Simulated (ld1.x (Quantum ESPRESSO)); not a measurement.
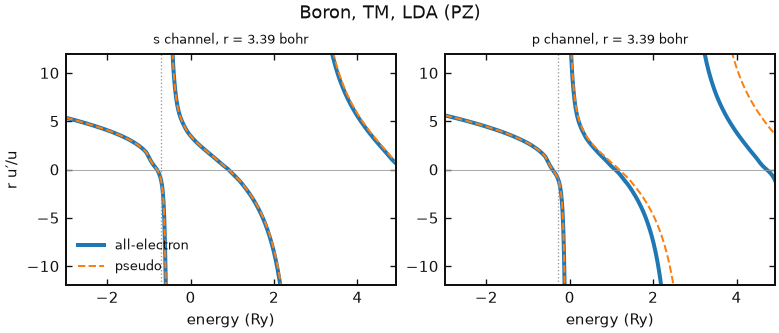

Logarithmic derivatives r u′/u at the test radius against energy, all-electron atom (solid) and pseudo-atom (dashed). Here u = r R(r). The dotted line marks the reference energy of the channel.

Input of ld1.x (Quantum ESPRESSO) 7.5:

```
 &input
   title='B', zed=5., rel=1, dft='PZ', iswitch=3,
   config='[He] 2s1.5 2p1.5',
   nld=2, rlderiv=3.40, eminld=-3.0, emaxld=5.0, deld=0.02
 /
 &inputp
   pseudotype=2, tm=.true., lloc=-1, rcloc=2.20,
   nlcc=.false.,
   file_pseudopw='B.UPF', file_wfcaegen='ae.wfc', file_wfcncgen='nc.wfc', file_beta='beta', file_chi='chi'
 /
2
2S  1  0   1.50   0.00  1.65  1.65  0.0
2P  2  1   1.50   0.00  3.15  3.15  0.0
 &test
   configts(1)='2s1.5 2p1.5'
 /
```

Command:
```bash
ld1.x < B.in > B.out
```

Functional and relativity: LDA (PZ), scalar-relativistic.

Q: Where are the poles, the energies at which the radial function vanishes at the test radius?

A: s: all-electron at -0.5 and 2.7 Ry, pseudo at -0.5 and 2.7 Ry; p: all-electron at -0.1 and 2.7 Ry, pseudo at -0.1 and 3.1 Ry.

Q: Where do the curves cross zero?

A: s: all-electron -0.8 and 0.9 Ry, pseudo -0.8 and 0.9 Ry; p: all-electron -0.4, 1.1 and 4.7 Ry, pseudo -0.4 and 1.2 Ry.
